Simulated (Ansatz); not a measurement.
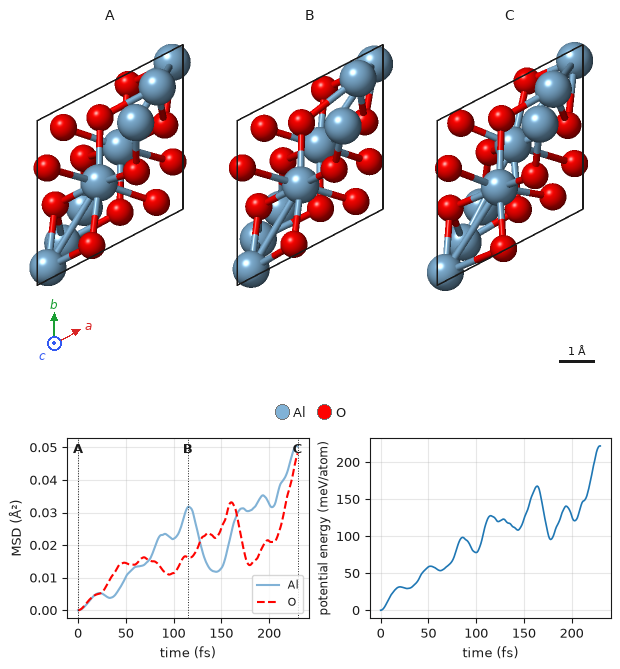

Molecular dynamics of a 20-atom cell of Al2O3 (set up in R-3c), 230 fs long. The cell was cut from the crystal with space group R-3c. Frames (A at 0 fs, B at 115 fs, C at 230 fs) and the history of the run. A ball-and-stick model of the reduced simulation cell, seen along the c axis. Bonds to atoms that aren't drawn are left out. Lengths and directions refer to the drawn axes.

Computed with Ansatz, DFT PBE, scalar-relativistic, plane waves, PAW. Settings: plane-wave cutoff 420 eV; k-point mesh 4 × 4 × 4; Fermi-Dirac smearing 0.17 eV; volume 1.1 times that of the relaxed crystal; Langevin thermostat (NVT); set temperature 300 K, then to 2000 K over 230 steps; time step 1 fs; friction 0.02 per fs.

Describe the run.

Answer. Under the programmed temperature the kinetic temperature goes from 197 K (first eighth) to 1402 K (last eighth), with a peak of 1591 K. The potential energy in the second half lies on average 136 meV per atom above the first frame. Root-mean-square distances from the starting positions over the second half, with the common drift of all atoms taken out: Al 0.17 Å, O 0.16 Å. That is small against the typical shortest distance between atoms in the first frame, about 1.9 Å: the atoms vibrate about their sites and the arrangement holds.

The run took 41 min on 2 threads of Arm Neoverse V2 (shared host), peak memory 0.89 GiB.

PAW datasets: the set soft_1.
